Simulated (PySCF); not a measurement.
## A study: C$_{5}$H$_{10}$, SMILES `C=CCCC`

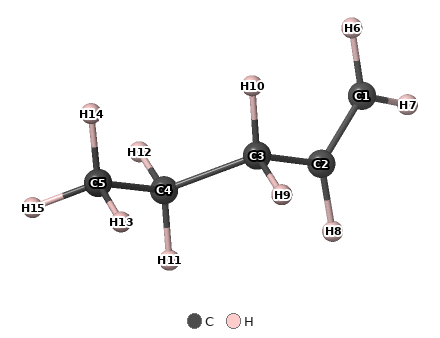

The molecule, with its atoms numbered as below. No frequency check shows the geometry to be a minimum.

Coordinates in Å:

```
C1      -2.4404    0.2232    0.3111
C2      -1.4007   -0.3462   -0.2683
C3      -0.0703    0.3080   -0.4594
C4       1.0335   -0.4503    0.2848
C5       2.3965    0.2015    0.0892
H6      -2.3974    1.2340    0.6833
H7      -3.3792   -0.2891    0.4362
H8      -1.4697   -1.3645   -0.6304
H9       0.1727    0.3256   -1.5262
H10     -0.1092    1.3394   -0.1033
H11      1.0671   -1.4815   -0.0745
H12      0.7901   -0.4775    1.3495
H13      2.6638    0.2204   -0.9654
H14      2.3863    1.2252    0.4575
H15      3.1642   -0.3489    0.6284
```

### 1. Bonding charge

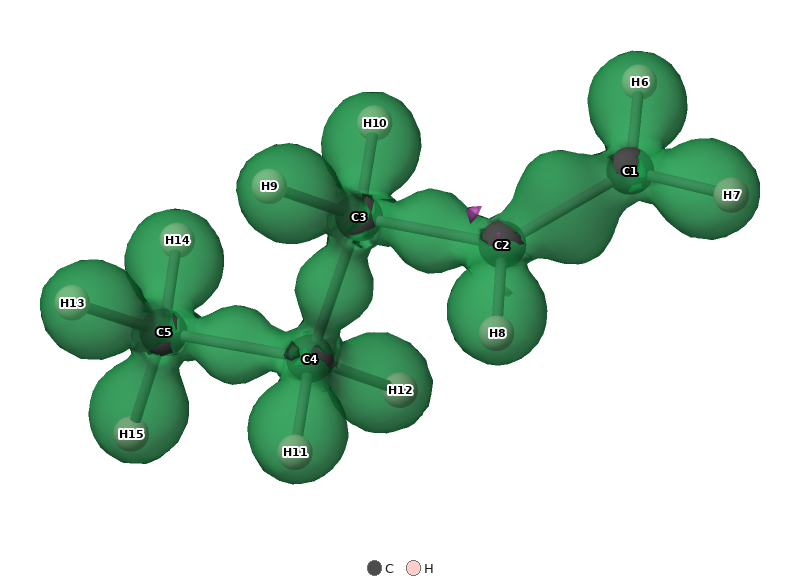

Deformation density (molecule less spherical, spin-averaged free atoms at the same positions), surfaces at ±0.2 e/Å³; green: gain, purple: loss.

PySCF calculation, B3LYP/def2-TZVP, gas phase; geometry: GFN2-xTB.

How much density has each bond gained at its critical point, relative to the free atoms?

Answer. The five largest and four smallest: C1–C2: +0.81 e/Å³ at the bond critical point (bond length 1.32 Å, Mayer order 1.9). C1–H7: +0.76 e/Å³ at the bond critical point (bond length 1.08 Å, Mayer order 1.0). C2–H8: +0.76 e/Å³ at the bond critical point (bond length 1.08 Å, Mayer order 1.0). C1–H6: +0.75 e/Å³ at the bond critical point (bond length 1.08 Å, Mayer order 1.0). C4–H12: +0.72 e/Å³ at the bond critical point (bond length 1.09 Å, Mayer order 1.0). C3–H9: +0.70 e/Å³ at the bond critical point (bond length 1.09 Å, Mayer order 1.0). C2–C3: +0.54 e/Å³ at the bond critical point (bond length 1.50 Å, Mayer order 1.0). C4–C5: +0.48 e/Å³ at the bond critical point (bond length 1.52 Å, Mayer order 1.0). C3–C4: +0.48 e/Å³ at the bond critical point (bond length 1.53 Å, Mayer order 1.0). In all, 3.2 electrons gather in the regions of gain relative to the promolecule.

### 2. Bond critical points

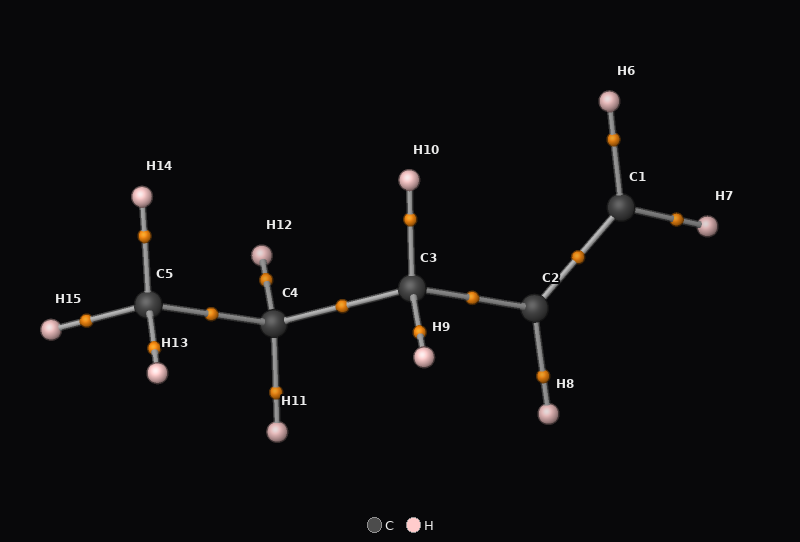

Molecular graph of the electron density (QTAIM): bond paths, bond critical points (orange), ring points (yellow, if any); weak paths are dashed.

How many critical points of each kind are there, and does the count close?

Answer. 15 nuclei, 14 bond, 0 ring and 0 cage critical points: 15 − 14 + 0 − 0 = 1, as the Poincaré–Hopf relation requires.

What does the calculation give at each kind of bond critical point?

Answer.
```csv
bond,length (Å),ρ (a.u.),∇²ρ (a.u.),ε,H (a.u.)
C1–C2,1.319,0.363,−1.15,0.35,−0.437
C1–H7,1.077,0.289,−1.03,0.02,−0.299
C1–H6,1.078,0.288,−1.02,0.02,−0.297
C2–H8,1.083,0.287,−1.02,0.01,−0.295
C4–H12,1.092,0.281,−0.97,0.01,−0.284
C5–H15,1.088,0.281,−0.97,0.01,−0.285
C3–H10,1.092,0.281,−0.97,0.00,−0.284
C5–H14,1.088,0.280,−0.96,0.01,−0.285
C5–H13,1.088,0.280,−0.96,0.01,−0.284
C4–H11,1.093,0.280,−0.96,0.01,−0.283
C3–H9,1.094,0.278,−0.95,0.00,−0.280
C2–C3,1.495,0.265,−0.71,0.03,−0.241
C4–C5,1.523,0.248,−0.62,0.01,−0.214
C3–C4,1.532,0.245,−0.60,0.02,−0.209
```

What kind of interaction is C1–H6?

Answer. Shared-shell (covalent): ρ = 0.288, ∇²ρ = −1.02, H = −0.297 a.u.

### 3. Local ionisation energy

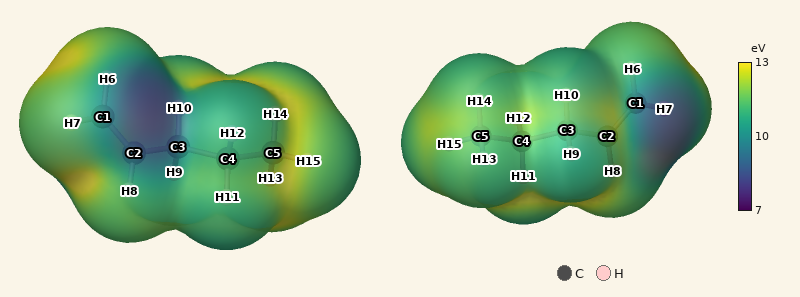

Average local ionisation energy on the surface of electron density 0.001 a.u. (back view left, front view right).

Locate the minima of the map.

Answer. The lowest value is 7.9 eV, over C1, off the plane of its three bonds (2.1 Å). Further minima include 10.7 eV, 1.4 Å from H9. For comparison, the highest occupied orbital lies at −7.1 eV.

What volume does the surface enclose, and what is the dipole moment?

Answer. About 128 Å³; the dipole moment is 0.4 D.

### 4. In an electric field

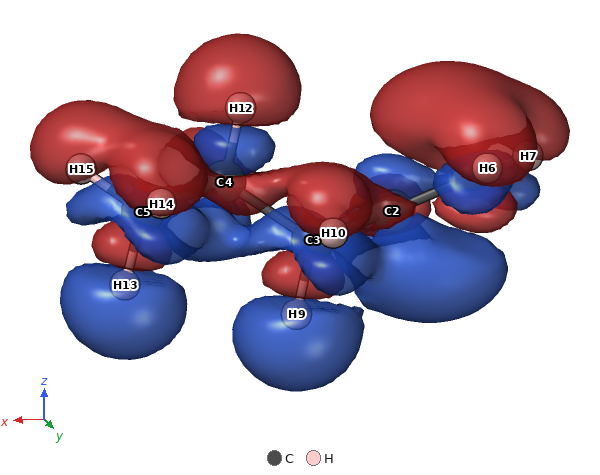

Change of the electron density in a uniform field of 0.41 V/Å, surfaces at ±0.002 e/Å³ (blue: gain, red: loss).

Level of theory: HF/def2-SVPD (PySCF), at a geometry from GFN2-xTB.

Along which Cartesian direction does the field point?

Answer. Along +z: electrons gather on the −z side, against the field.

What dipole is induced, and what polarisability does it imply?

Answer. The induced dipole is 1.07 D (along the field); α along this axis, from the fields in both directions, is 52 bohr³ (7.8 Å³).

Which atoms gain and lose the most charge?

Answer. Electrons gather most on H9 (Hirshfeld charge changes by −0.015 e) and leave H12 most (+0.014 e); 0.118 electrons are displaced in all.

### 5. Localised orbitals

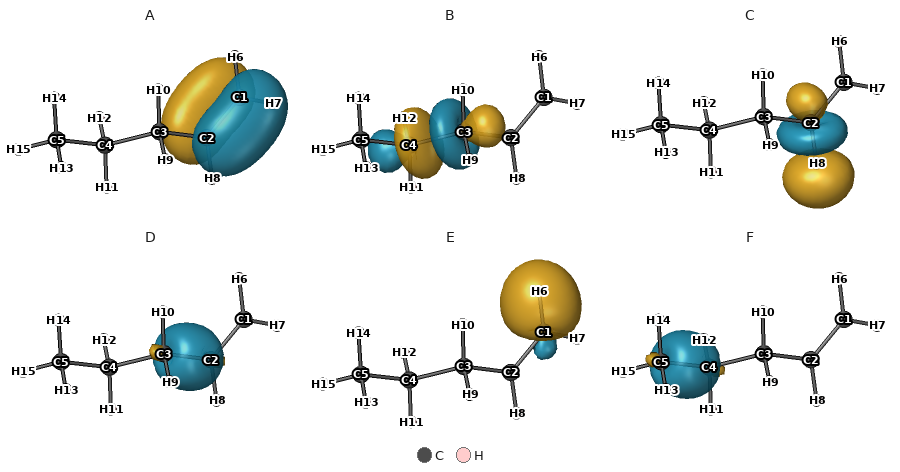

Intrinsic bond orbitals (IBO), occupied and valence-virtual; each surface holds about 80 % of the orbital's density. Energies are diagonal elements of the Fock matrix.

PySCF calculation, HF/def2-TZVP, gas phase; geometry: GFN2-xTB.

Name the orbitals, with their atomic make-up and energies.

Answer. By panel:
- A: π bond C1–C2 (C1 52 %, C2 47 %; −10.2 eV)
- B: σ* orbital C4–C3 (C4 50 %, C3 49 %; 17.1 eV)
- C: σ* orbital H8–C2 (H8 56 %, C2 43 %; 16.9 eV)
- D: σ bond C2–C3 (C2 50 %, C3 49 %; −19.8 eV)
- E: σ bond C1–H6 (C1 57 %, H6 43 %; −18.2 eV)
- F: σ bond C5–C4 (C5 50 %, C4 50 %; −18.9 eV)

### 6. Stretching a bond

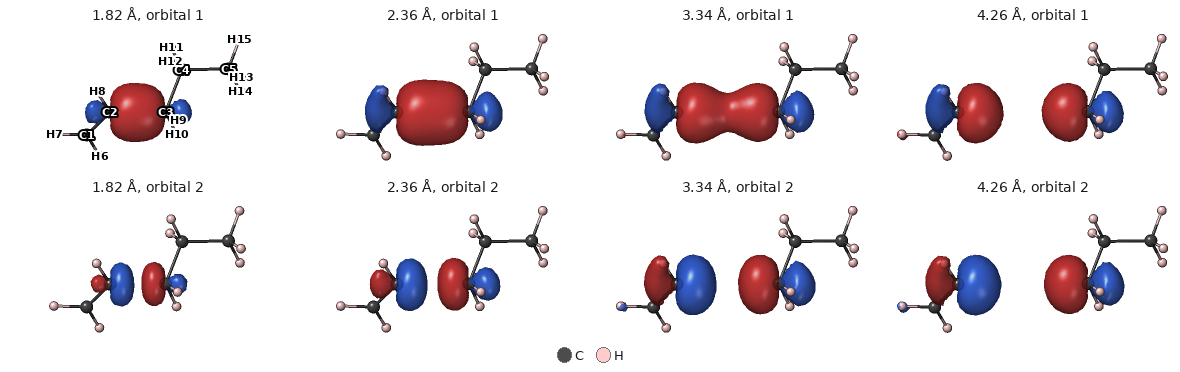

Rigid stretch of the C2–C3 bond. The two CASSCF(2,2) natural orbitals nearest half filling (orbital 1 the more occupied).

Computed with PySCF, 6-31+G* basis, geometry: GFN2-xTB.

How do the occupations change along the stretch?

Answer. 1.82 Å: 1.96 and 0.04; 2.36 Å: 1.83 and 0.17; 3.34 Å: 1.34 and 0.66; 4.26 Å: 1.10 and 0.90. At the longest distance computed (4.26 Å) they are 1.10 and 0.90, and the effective number of unpaired electrons is 2.0.

UHF's ⟨S²⟩ passes 1 along the scan (up to 1.24), so it also polarises electrons outside the stretched bond; its energy lowering isn't due to that bond alone.

Where does the UHF solution part from RHF?

Answer. Between 1.82 Å (⟨S²⟩ = 0, the two coincide) and 2.05 Å (⟨S²⟩ = 0.07); at 4.26 Å ⟨S²⟩ is 1.24 and UHF lies 4.7 eV below RHF.

How much energy does the stretch cost?

Answer. By CASSCF, 4.4 eV from the lowest point of the scan (1.52 Å) to 4.26 Å; RHF gives 8.3 eV from its own lowest point. The fragments aren't relaxed and dynamic correlation is missing, so this isn't a bond dissociation energy.
